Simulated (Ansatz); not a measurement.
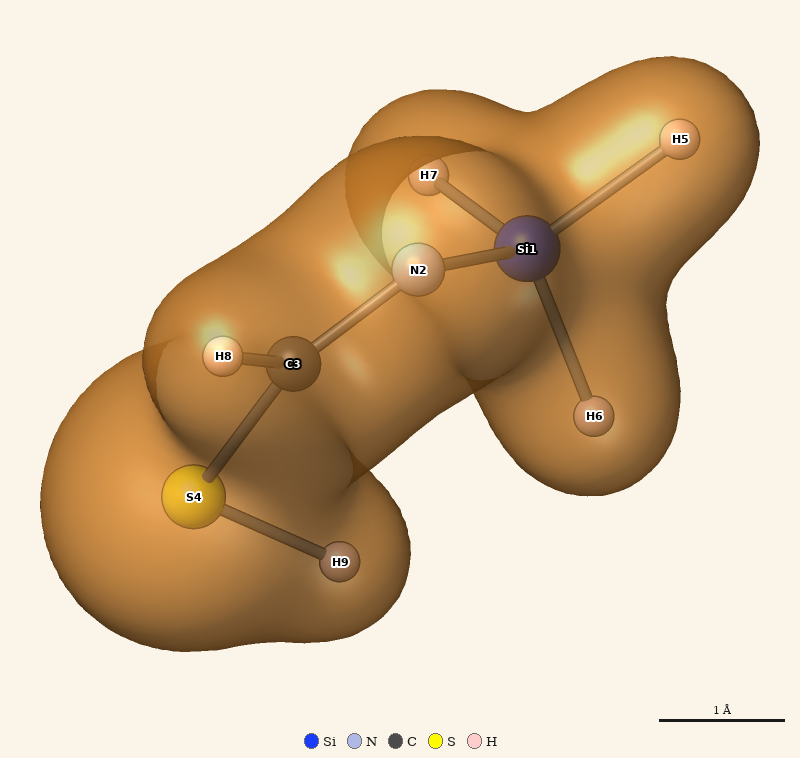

Figure. CH5NSSi. Isosurface of the total electron density at 0.2 e/Å³ (orange), seen at an oblique angle.

Theory: SCF B97M-V, Gaussian basis in Ansatz 0.2.0.

```yaml
atoms:
  - { symbol: Si, position_ang: [-0.1834, 0.9767, -0.7914] }
  - { symbol: N, position_ang: [-0.3002, -0.7019, -0.7643] }
  - { symbol: C, position_ang: [0.1013, -1.4412, 0.1862] }
  - { symbol: S, position_ang: [0.9158, -0.9742, 1.7283] }
  - { symbol: H, position_ang: [-0.9263, 1.4993, -2.0344] }
  - { symbol: H, position_ang: [-0.9029, 1.5591, 0.4107] }
  - { symbol: H, position_ang: [1.2133, 1.4496, -0.8098] }
  - { symbol: H, position_ang: [0.0929, -2.5166, 0.0472] }
  - { symbol: H, position_ang: [0.0781, 0.1030, 2.0104] }
```

Question: What does this surface tell about the bonding?

Answer: At this value the surface is in one piece. It bridges the shortest C–N (1.27 Å), Si–N (1.68 Å), C–S (1.81 Å) and C–H (1.08 Å) contacts, where the density stays above the isovalue. On the grid the lowest density along these lines, outside the cores, is 2.5 e/Å³ (C–N, 1.27 Å), 1 e/Å³ (Si–N, 1.68 Å), 1.3 e/Å³ (C–S, 1.81 Å) and 1.9 e/Å³ (C–H, 1.08 Å).
